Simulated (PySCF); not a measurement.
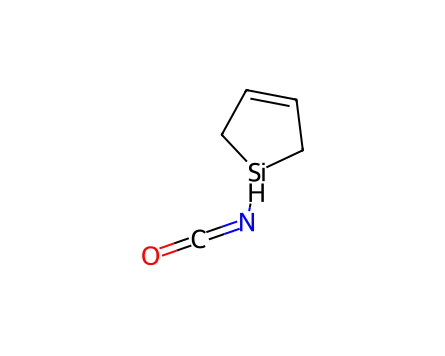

The drawing above gives the connectivity. The geometry was computed by an optimisation with PBE0-D3(BJ)/def2-SVP. No frequency run is at hand to confirm it as a minimum.

What does the molecule look like in three dimensions?

Formula C₅H₇NOSi. As SMILES it reads `O=C=N[SiH]1CC=CC1`. Independent rings (smallest set): 1 of 5 members. Among its groups: alkene, Si–H bond, Si–N bond. This geometry has Cs symmetry. Coordination: 1 C linear; 1 N linear; 1 Si tetrahedral; 2 C tetrahedral; 2 C trigonal planar.

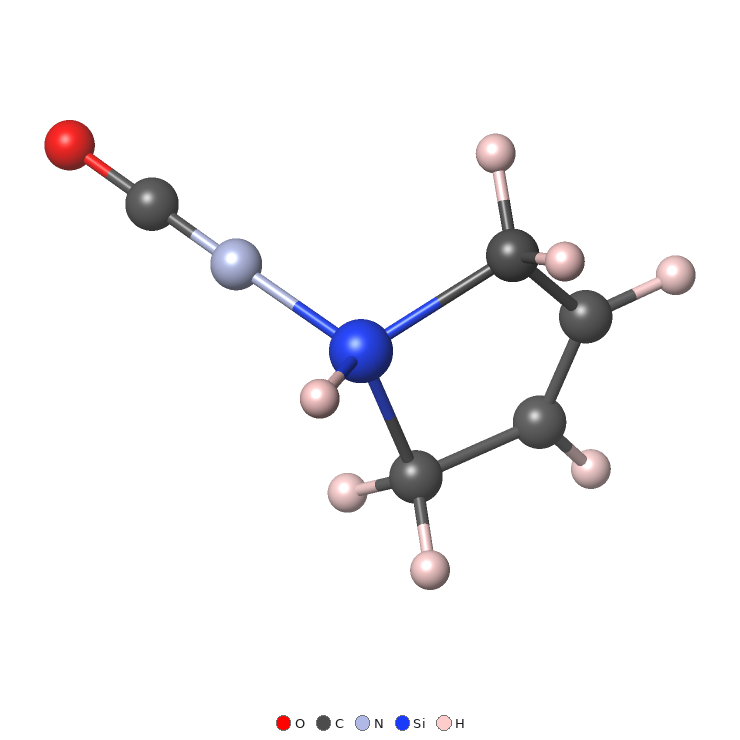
